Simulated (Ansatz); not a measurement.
# SVWN5/6-31G run of [PH4]+ (phosphonium)

Aim: the energy change on altering one bond length of [PH4]+ (phosphonium) at SVWN5/6-31G, from 2 runs. 

The results are computed with Ansatz 0.2.0.

## Step 1: The molecule

The species is [PH4]+ (5 atoms), meant as a singlet with charge +1. As SMILES, `[PH4+]`. The shape is that of a GFN2-xTB optimisation.

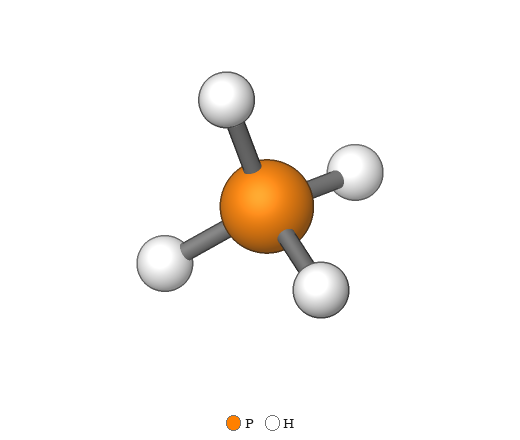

Viewed from a chosen angle; phosphorus orange, hydrogen white.

## Step 2: The energy at SVWN5/6-31G

run.yaml

```yaml
crystal:
  periodic: [false, false, false]
  atoms:
    - symbol: P
      position_ang: [-0.000020, -0.000000, 0.000050]
    - symbol: H
      position_ang: [1.357460, -0.061330, 0.210450]
    - symbol: H
      position_ang: [-0.617320, -1.016050, 0.691010]
    - symbol: H
      position_ang: [-0.261860, -0.133750, -1.343340]
    - symbol: H
      position_ang: [-0.478250, 1.211140, 0.441830]
basis:
  gaussian:
    orbitals: 6-31G
total_charge: 1
hamiltonian:
  xc: {name: SVWN5}
accuracy: high
```

The run is started by

```console
$ ansatz run run.yaml --threads 1 --pin off --max-ram 2610MiB --events-out events.jsonl --progress --plain --runs-dir runs
```

The program printed:

```text
Warning: RAYON_NUM_THREADS=1 ignored (pool sized by the plan → 1); use --threads N
Functional definition: SVWN5
  name "SVWN5"
  exchange = slater_x
  correlation = vwn5_c
478 factors; integrals over basis functions are off by at most 3.8e-9 eV
mean field evaluation 1: about -9306.6767 eV, gradient 2.0e1 eV
mean field evaluation 2: about -9306.8616 eV, gradient 2.0e1 eV
mean field evaluation 4: about -9308.2299 eV, gradient 5.7e-2 eV
mean field evaluation 8: about -9308.2190 eV, gradient 6.1e-5 eV
mean field -9308.21899087 eV, -342.0707385771 hartree, gradient 2.3e-8 eV, S^2 0.000000; 0 other end points of the search recorded, 0 dependent functions left out
reference -9308.21899315 eV, -342.0707386607 hartree; 9, 9 occupied and 12, 12 virtual orbitals, 478 factors
Total energy: -9308.21899315 eV, -342.0707386607 hartree
```

Wall time 0.51 s (1 thread of AMD EPYC 7R43 (Zen 3), shared host); peak memory 0.1 GiB.

## Step 3: The distorted shape at the same level

in.yaml

```yaml
crystal:
  periodic: [false, false, false]
  atoms:
    - {symbol: P, position_ang: [0.154283, 0.253976, -0.172665]}
    - {symbol: H, position_ang: [1.511763, 0.192646, 0.037735]}
    - {symbol: H, position_ang: [-0.617320, -1.016050, 0.691010]}
    - {symbol: H, position_ang: [-0.107557, 0.120226, -1.516055]}
    - {symbol: H, position_ang: [-0.323947, 1.465116, 0.269115]}
basis:
  gaussian: {orbitals: 6-31G}
accuracy: high
hamiltonian: {xc: {name: SVWN5}}
total_charge: 1
```

The run is started by

```console
$ ansatz run in.yaml --threads 1 --pin off --max-ram 2610MiB --events-out events.jsonl --progress --plain --runs-dir runs
```

The program printed:

```text
Warning: RAYON_NUM_THREADS=1 ignored (pool sized by the plan → 1); use --threads N
[... 4 set-up lines as earlier in the session ...]
476 factors; integrals over basis functions are off by at most 4.1e-9 eV
mean field evaluation 1: about -9305.5665 eV, gradient 2.3e1 eV
mean field evaluation 2: about -9304.4562 eV, gradient 2.9e1 eV
mean field evaluation 4: about -9307.6851 eV, gradient 5.1e-1 eV
mean field evaluation 8: about -9307.6761 eV, gradient 7.5e-4 eV
mean field -9307.67613534 eV, -342.0507890044 hartree, gradient 9.6e-8 eV, S^2 0.000000; 0 other end points of the search recorded, 0 dependent functions left out
reference -9307.67613764 eV, -342.0507890889 hartree; 9, 9 occupied and 12, 12 virtual orbitals, 476 factors
Total energy: -9307.67613764 eV, -342.0507890889 hartree
```

It took 0.57 s on 1 thread of AMD EPYC 7R43 (Zen 3), shared host; peak memory 0.095 GiB.

## Step 4: Outcome

Level: SVWN5/6-31G.

```
                                                         quantity          value
                                        first shape: total energy  -342.07074 Eh
                                    distorted shape: total energy  -342.05079 Eh
energy change with the P1–H3 bond stretched from 1.375 to 1.719 Å       0.543 eV
```

**Reading.** With the P1–H3 bond stretched from 1.375 to 1.719 Å the energy rises by 0.54 eV (12.5 kcal/mol). The first shape isn't relaxed at this level, so the change isn't measured from a minimum.
